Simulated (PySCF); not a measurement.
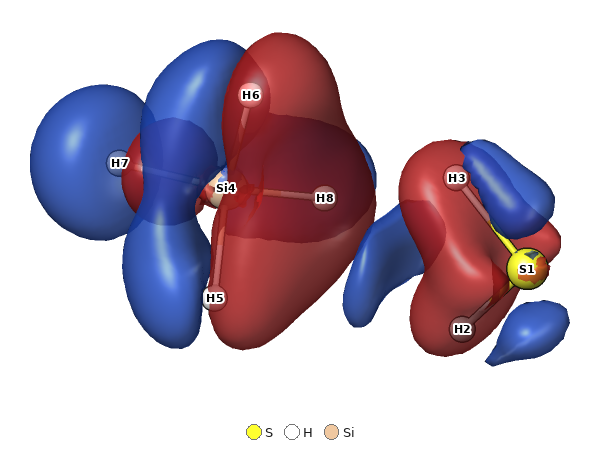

Figure 1: H₆SSi, SMILES `S.[SiH4]`. Density of the complex less the densities of the two fragments at the same geometry, ±0.0004 e/Å³ (red: gain, blue: loss). Fragment A: H2S (atoms 1–3); fragment B: SiH4.

Level of theory: HF/def2-SVP (PySCF), at a geometry from GFN2-xTB. GFN2-xTB bond lengths at metals and heavier atoms can be off by up to 0.1 Å and shapes distorted, which carries into these values.

Geometry (Å), atoms numbered from 1:

```
S1       2.0938    0.0036   -0.0010
H2       1.2089   -0.9838    0.0095
H3       1.1434    0.9282    0.0107
Si4     -1.9948   -0.0004   -0.0004
H5      -1.4708   -0.8191    1.0923
H6      -1.5391    1.3776    0.1847
H7      -3.4512   -0.0493   -0.0107
H8      -1.4636   -0.5052   -1.2654
```

Which way does charge flow?

Answer. Hirshfeld charges show almost no net transfer (under 0.005 e). 0.02 e is displaced in all, which induces a dipole of 0.09 D.

What is the interaction energy, and which contacts carry it?

Answer. The counterpoise-corrected interaction energy of the frozen fragments is +1.1 kcal/mol without dispersion correction and −1.0 kcal/mol with D3(BJ). The pair geometry is semi-empirical, not a minimum at this level. Contacts: H3···H6, H···H contact, 2.73 Å, ρ = 0.004 a.u.; H2···H5, H···H contact, 2.90 Å, ρ = 0.003 a.u. The pose is a local one from a semi-empirical search, not shown to be the most stable.
